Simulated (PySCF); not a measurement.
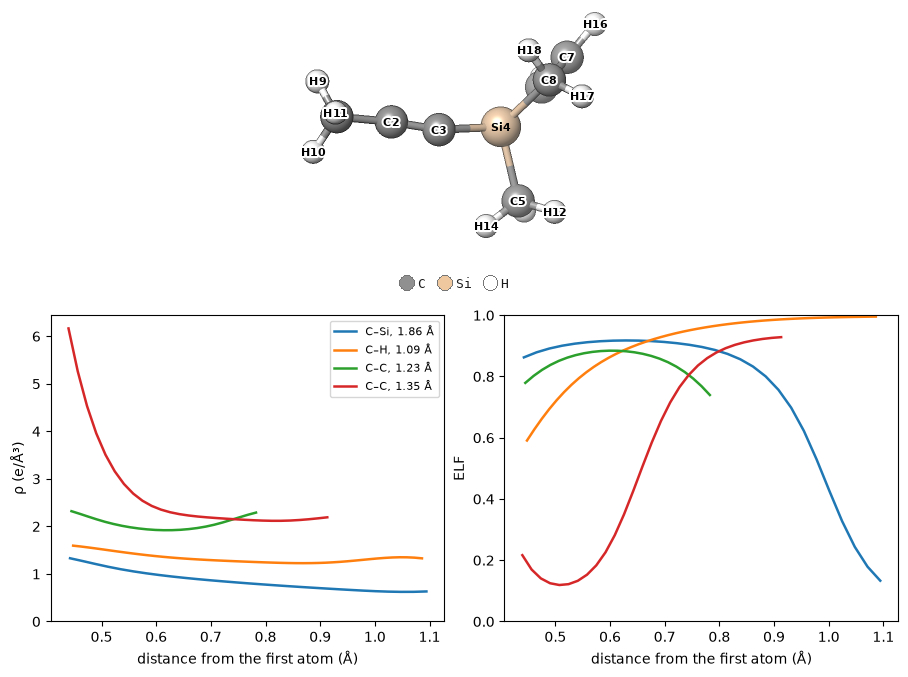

The picture shows: C7H10Si (charge −1, doublet). Electron density and ELF along straight lines between neighbouring atoms. The curves leave out the atomic cores. The structure is drawn too.

Geometry: GFN2-xTB.

Theory: PySCF, UKS B3LYP, pcH-1 on C H Si, non-relativistic, mean-field spin-orbit, GIAO.

```yaml
atoms:
  - { symbol: C, position_ang: [3.7464, 0.0493, 0.2431] }
  - { symbol: C, position_ang: [2.3071, 0.1277, 0.0291] }
  - { symbol: C, position_ang: [1.0926, 0.3058, 0.0176] }
  - { symbol: Si, position_ang: [-0.6317, 0.1040, -0.6576] }
  - { symbol: C, position_ang: [-1.1298, 1.9095, -1.0715] }
  - { symbol: C, position_ang: [-1.8775, -1.0555, -1.5279] }
  - { symbol: C, position_ang: [-2.3014, -1.6391, -0.3837] }
  - { symbol: C, position_ang: [-1.6064, -0.8889, 0.7097] }
  - { symbol: H, position_ang: [4.1502, -0.8974, -0.1380] }
  - { symbol: H, position_ang: [4.2550, 0.8664, -0.2782] }
  - { symbol: H, position_ang: [4.0039, 0.1154, 1.3087] }
  - { symbol: H, position_ang: [-1.9176, 2.2759, -0.4168] }
  - { symbol: H, position_ang: [-1.4914, 1.9924, -2.0928] }
  - { symbol: H, position_ang: [-0.2765, 2.5735, -0.9671] }
  - { symbol: H, position_ang: [-2.0922, -1.4498, -2.5262] }
  - { symbol: H, position_ang: [-2.9913, -2.4693, -0.2427] }
  - { symbol: H, position_ang: [-2.2862, -0.3772, 1.4034] }
  - { symbol: H, position_ang: [-0.9620, -1.5362, 1.3144] }
```

> Compare the contacts.

C–Si (1.86 Å): ρ is about 0.68 e/Å³ halfway; the ELF peaks at about 0.90 between the atoms (a covalent bond).
C–H (1.09 Å): the density is about 1.5 e/Å³ at the midpoint; the ELF climbs to about 1 towards the hydrogen, as it does in any bond to H: a covalent bond by its length.
C–C (1.23 Å): the density is about 1.9 e/Å³ at the midpoint; the ELF peaks at about 0.90 between the atoms (a short, multiple covalent bond).
C–C (1.35 Å): ρ is about 2.2 e/Å³ halfway; the ELF is about 0.60 at the midpoint and 0.10 at its lowest between the atoms.
